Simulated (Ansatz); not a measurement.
Base system: BeSe in the zinc blende structure (space group F-43m, No. 216; a = 5.129 Å).

Modification: a fraction x = 0.333 of the Se sites is given to S, ordered in a cell of 6 atoms (starting symmetry P3m1) and fully relaxed.

The values are results of PBEsol/PAW in Ansatz (a quantum-chemistry and plane-wave program), spin-orbit coupling left out, not measurements.

The zone is the changed cell's own and can be folded.

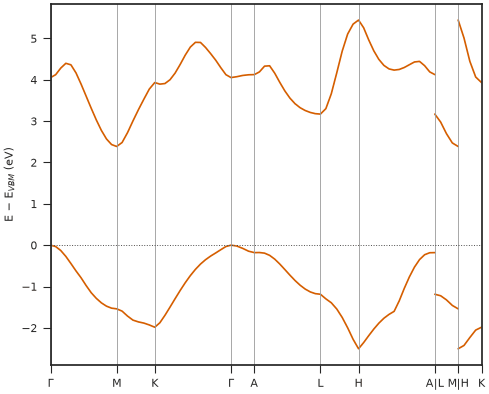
Figure: Highest valence and lowest conduction band along the path of the changed cell's own zone

**Question.** From the figure, how large is the changed gap, and is it direct?

**Answer.** About 2.4 eV, indirect, Γ → M.

These are small ordered cells, not random alloys; other orderings at the same x differ. Whether these cells are dynamically stable was not tested. Labels are those of the standard path for the cell's own space group.
